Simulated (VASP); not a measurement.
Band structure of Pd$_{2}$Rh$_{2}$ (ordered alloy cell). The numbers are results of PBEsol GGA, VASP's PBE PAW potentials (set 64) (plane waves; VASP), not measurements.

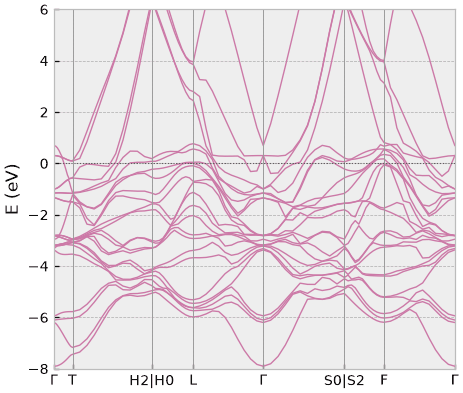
*Bands along high-symmetry lines, zero at the valence-band maximum or, without a gap, the Fermi level*

Task: Read the plot: is there a gap, and where are the band edges?

Result: It has no gap at this level: it comes out as a metal or semimetal. (Edges off the drawn lines would not show.)

The structure was generated: Pd2Rh2 was put into an ordered model structure (R-3m), which need not be its known phase. It was relaxed first.
